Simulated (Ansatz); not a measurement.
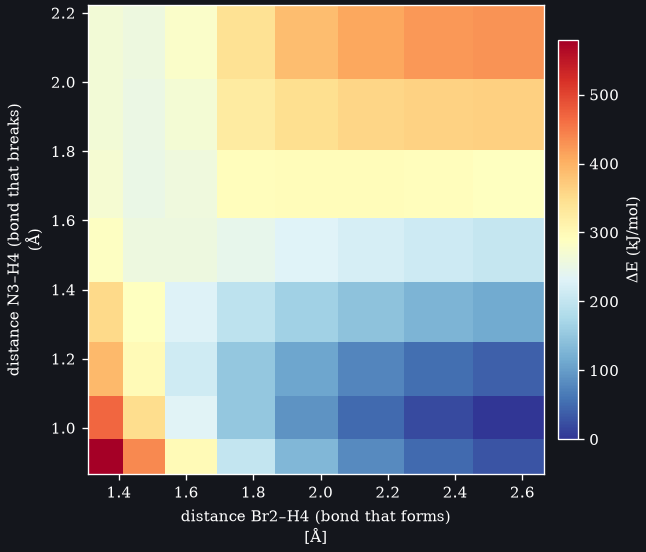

Energy landscape of the reacting system BrClH3NSi (fragments BrClH₃NSi where the first distance is long, ClH₂NSi + BrH where the second is long). 
- The first coordinate is: distance Br2–H4 (bond that forms); the second: distance N3–H4 (bond that breaks).
- Relaxed at each point: all other coordinates.
- The grid has 8 × 8 points.
- Points are written as (first, second).
- Energies are in kJ/mol, from the lowest grid point.
- Energies and slopes of some neighbouring points disagree (a jump in structure or state, or too coarse a mesh). The reference is spin-restricted, so regions where a bond is pulled apart into radicals lie too high.
- These are results of Ansatz, RKS B3LYP-D4/def2-SVP, not measurements.

Drawn: one coloured cell a grid point. 

**Describe this landscape.**

The lowest grid point is at (2.559 Å, 1.023 Å). It lies at the edge of the scanned range, so the true minimum may lie outside. Other grid points that lie below all their neighbours: (1.464 Å, 1.706 Å) (251 kJ/mol higher). The highest grid point, (1.359 Å, 0.918 Å), lies 579 kJ/mol above the lowest.

Each point was launched as `ansatz run input.yaml --threads 1 --pin off --max-ram 2560MiB --backend cpu --events-out ev --progress --plain --runs-dir out`. Time for the 64 points that were run: 38 min on 1 thread of Arm Neoverse V1, on a shared host.
